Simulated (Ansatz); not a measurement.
A series of calculations on CH₁₀GeSi₂

Part 1: Relaxation

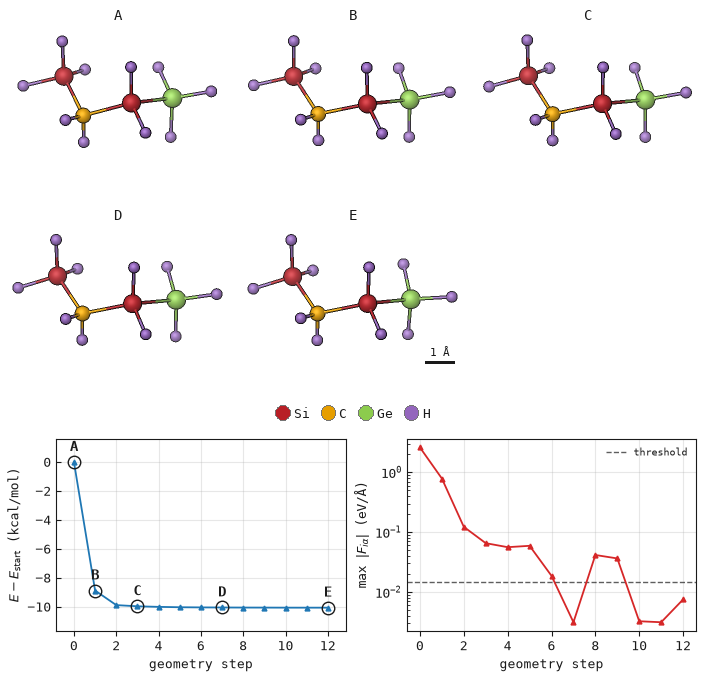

Frames of a relaxation of CH₁₀GeSi₂, marked on the history of the run. A ball-and-stick model, seen from a free direction.

The run prepares an end point of a later path (torsion) calculation, from a guessed geometry.

All numbers below come from Ansatz, RKS B3LYP/def2-SVP.

Input file:
```yaml
crystal:
  periodic: [false, false, false]
  atoms:
    - { symbol: Si, position_ang: [-0.7362, 1.7213, -0.5101] }
    - { symbol: C, position_ang: [-0.2964, 0.8551, 1.034] }
    - { symbol: Si, position_ang: [1.0, -0.4016, 0.6395] }
    - { symbol: Ge, position_ang: [0.2421, -2.0885, -0.6669] }
    - { symbol: H, position_ang: [-1.3629, 0.814, -1.5046] }
    - { symbol: H, position_ang: [-1.7843, 2.8078, -0.1909] }
    - { symbol: H, position_ang: [0.4257, 2.412, -1.1074] }
    - { symbol: H, position_ang: [0.1394, 1.605, 1.7648] }
    - { symbol: H, position_ang: [-1.1751, 0.3628, 1.5042] }
    - { symbol: H, position_ang: [2.1552, 0.2474, -0.0203] }
    - { symbol: H, position_ang: [1.508, -0.9818, 1.9356] }
    - { symbol: H, position_ang: [-1.038, -2.7178, 0.0666] }
    - { symbol: H, position_ang: [1.2045, -3.1566, -0.9003] }
    - { symbol: H, position_ang: [-0.2948, -1.5084, -2.0153] }
basis:
  gaussian: { orbitals: def2-SVP }
hamiltonian:
  xc: b3lyp
relax:
  f_tol: 0.015
  max_steps: 40
output:
  orbitals: {}
```

Run as
```bash
ansatz run input.yaml --threads 2 --pin off --max-ram 3072MiB --backend cpu --events-out ev --progress --plain --runs-dir out
```

Describe the path.

Answer. The largest move after the best rigid fit is that of H14, 0.38 Å. Largest moves by element: H 0.38 Å, Si 0.23 Å, Ge 0.14 Å, C 0.09 Å. Among the contacts that change: Si3–Ge4 2.264 → 2.403 Å, Ge4–H13 1.457 → 1.545 Å, Si1–C2 1.824 → 1.892 Å, Ge4–H12 1.604 → 1.547 Å. Among the angles between lasting bonds that change: Si1–C2–Si3 108.1° → 117.7°, Si3–Ge4–H13 114.7° → 110.3°, Si1–C2–H9 112.2° → 108.4°. Over 12 geometry steps the energy falls by 10.1 kcal/mol. The largest force component goes from 2.6 to 0.0075 eV/Å. The forces were under the threshold at step 7, but the run went on from there. From step 0 to 1: H14 moves most (0.19 Å), energy −8.87 kcal/mol. From step 1 to 3: H6 moves most (0.07 Å), energy −1.09 kcal/mol. From step 3 to 7: H14 moves most (0.10 Å), energy −0.08 kcal/mol. From step 7 to 12: H12 moves most (0.14 Å), energy −0.01 kcal/mol.

Part 2: Relaxation

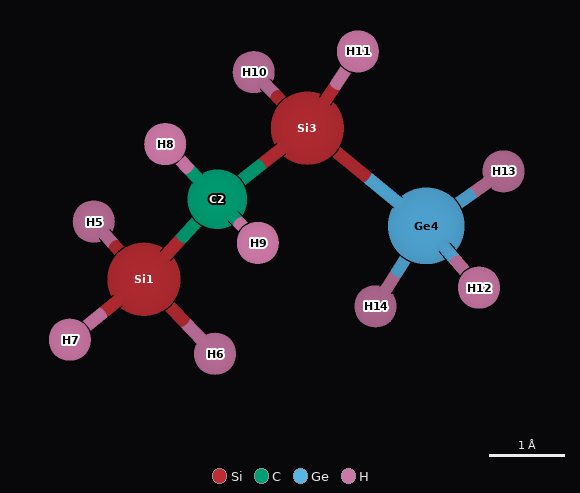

CH10GeSi2, before the relaxation. Style: ball-and-stick. Shown at a tilt.

The run prepares an end point of a later path (torsion) calculation, from a guessed geometry.

Level of theory: RKS B3LYP/def2-SVP in Ansatz 0.2.0.

The input:
```yaml
crystal:
  periodic: [false, false, false]
  atoms:
    - { symbol: Si, position_ang: [-0.7362, 1.7213, -0.5101] }
    - { symbol: C, position_ang: [-0.2964, 0.8551, 1.034] }
    - { symbol: Si, position_ang: [-1.81995, 0.04103, 1.691] }
    - { symbol: Ge, position_ang: [-3.39103, 1.5145, 2.3891] }
    - { symbol: H, position_ang: [-1.3629, 0.814, -1.5046] }
    - { symbol: H, position_ang: [-1.7843, 2.8078, -0.1909] }
    - { symbol: H, position_ang: [0.4257, 2.412, -1.1074] }
    - { symbol: H, position_ang: [0.46882, 0.05149, 0.79949] }
    - { symbol: H, position_ang: [0.12728, 1.54446, 1.79613] }
    - { symbol: H, position_ang: [-2.40582, -0.84913, 0.66367] }
    - { symbol: H, position_ang: [-1.42566, -0.83543, 2.85329] }
    - { symbol: H, position_ang: [-2.68968, 2.48543, 3.45592] }
    - { symbol: H, position_ang: [-4.55528, 0.9086, 3.02071] }
    - { symbol: H, position_ang: [-3.81096, 2.43772, 1.19987] }
basis:
  gaussian: { orbitals: def2-SVP }
hamiltonian:
  xc: b3lyp
relax:
  f_tol: 0.015
  max_steps: 40
output:
  orbitals: {}
```

Launched with:
```bash
ansatz run input.yaml --threads 2 --pin off --max-ram 3072MiB --backend cpu --events-out ev --progress --plain --runs-dir out
```

**Where does the relaxation end?**

The energy falls by 10.1 kcal/mol in 11 geometry steps. The largest force component goes from 2.6 to 0.012 eV/Å. The forces were under the threshold at step 5, but the run went on from there. H14 moves most after the best rigid fit: 0.41 Å. By element the largest moves are H 0.41 Å, Si 0.21 Å, Ge 0.17 Å, C 0.09 Å. Among the contacts that change: Si3–Ge4 2.264 → 2.405 Å, Ge4–H13 1.457 → 1.545 Å, Si1–C2 1.824 → 1.892 Å, Ge4–H12 1.604 → 1.546 Å. Among the angles between lasting bonds that change: Si1–C2–Si3 108.1° → 117.8°, Si3–Ge4–H13 114.7° → 110.3°, Si1–C2–H9 112.2° → 108.4°. The run took 61 s on 2 threads of Intel(R) Xeon(R) Platinum 8259CL CPU @ 2.50GHz (Skylake/Cascade Lake) (shared host), peak memory 0.38 GiB.

Final geometry:

```xyz
14

Si   -0.6030    1.8119   -0.6387
C    -0.3323    0.8268    0.9534
Si   -1.8408   -0.0138    1.7397
Ge   -3.4899    1.5503    2.5241
H    -1.1908    0.9402   -1.6983
H    -1.5340    2.9537   -0.3977
H     0.6932    2.3588   -1.1391
H     0.4127    0.0382    0.7430
H     0.1263    1.4949    1.7037
H    -2.4851   -0.9316    0.7511
H    -1.4019   -0.8410    2.9058
H    -2.8523    2.5958    3.4676
H    -4.5943    0.8125    3.3129
H    -4.1641    2.3121    1.3626
```

After the run, drawn alike:

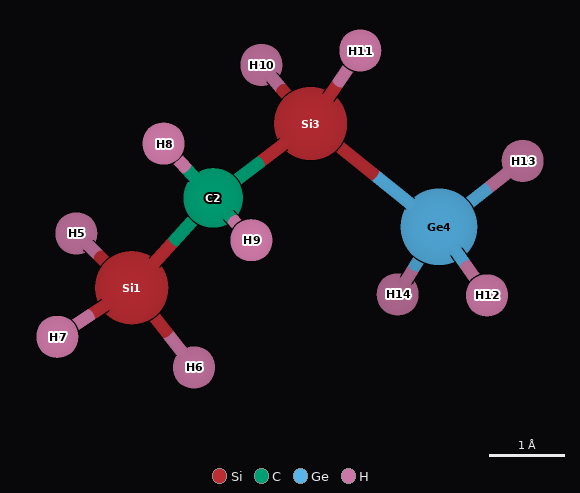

Part 3: Path

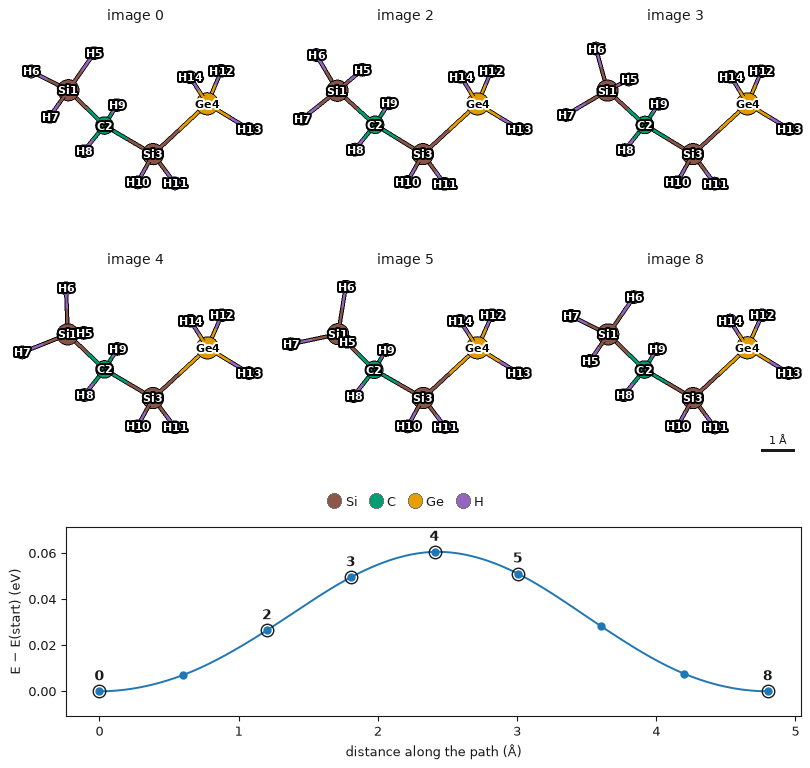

A search for the minimum-energy path of CH10GeSi2 by the nudged elastic band. Images are numbered from 0 (start) to 8 (end). A ball-and-stick model, seen at a tilt.

Level of theory: RKS B3LYP/def2-SVP in Ansatz 0.2.0. Settings: 7 movable images; climbing image; force threshold 0.05 eV/Å; iteration limit 37; starting path by image-dependent pair potential.

**Read off the barrier and say what moves.**

The barrier is about 0.061 eV in both directions, with image 4 at the top; the ends have the same energy. The motion is a rotation about the Si1–C2 bond by about 120°. No bond forms or breaks between the ends. The band converged in 4 iterations. The largest component of the band force went from 0.76 to 0.046 eV/Å. The climbing image converged on the top of the path. Its vibrational analysis gives one imaginary mode (124i cm⁻¹), as a transition state must have.

The run took 2.8 min on 2 threads of Intel(R) Xeon(R) Platinum 8259CL CPU @ 2.50GHz (Skylake/Cascade Lake) (shared host), peak memory 0.37 GiB.
